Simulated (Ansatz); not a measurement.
## Electronic structure of CH$_{3}$AlF (SMILES [CH3][Al+][F]) (charge +1) in real space

```yaml
atoms:
  - { symbol: C, position_ang: [-1.0957, 1.0351, 0.8375] }
  - { symbol: Al, position_ang: [-0.0123, -0.0786, 1.9337] }
  - { symbol: F, position_ang: [0.9110, -1.0276, 2.8678] }
  - { symbol: H, position_ang: [-1.1466, 2.0420, 1.2834] }
  - { symbol: H, position_ang: [-2.1082, 0.6040, 0.7729] }
  - { symbol: H, position_ang: [-0.6505, 1.0948, -0.1691] }
```

Geometry: PBE0-D3(BJ)/def2-SVP.

All numbers below come from isolated molecule in a Gaussian basis; Kohn-Sham density functional theory, functional PBE0 in Ansatz.

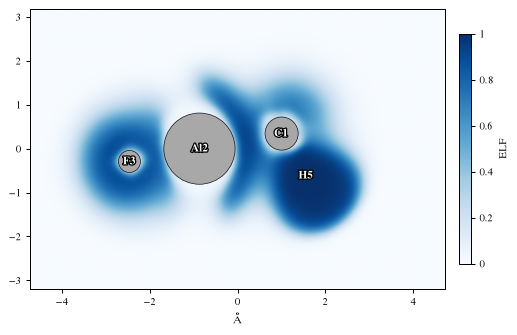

Figure 1. Electron localisation function on the plane of atoms Al2, C1 and H5. Grey discs cover the atomic cores.

### What do the fields say about this system?

The plane passes through C, Al, F and H nuclei. Al–F (1.62 Å): the ELF peaks at about 0.80 in the valence shell of F, 0.5 Å from its nucleus, and is about 0.40 at the midpoint. C–Al (1.90 Å): the ELF peaks at about 0.90 between the atoms; a polar covalent bond. C–H (1.10 Å): the ELF climbs to about 1 towards the hydrogen, as it does in any bond to H (a covalent bond by its length). The ELF also peaks beside F3, away from the bonds: lone-pair regions.

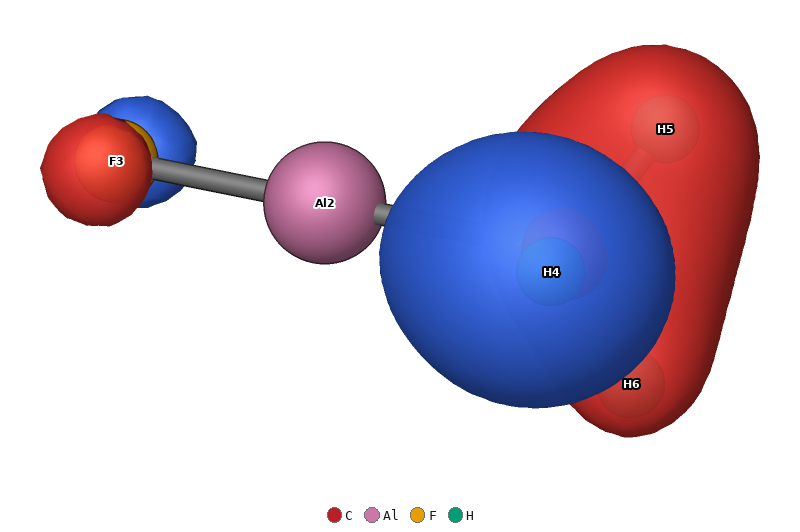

Figure 2. The HOMO−1 at ±0.15 Å⁻³ᐟ² (red and blue are the two phases), seen at a tilt.

### What is the character of this orbital?

It lies mainly on C1 (about 50 %), H4 (about 25 %), H6 (about 10 %) and H5 (about 10 %). It is one of a degenerate set, so its orientation is arbitrary. Its energy is −17.66 eV.
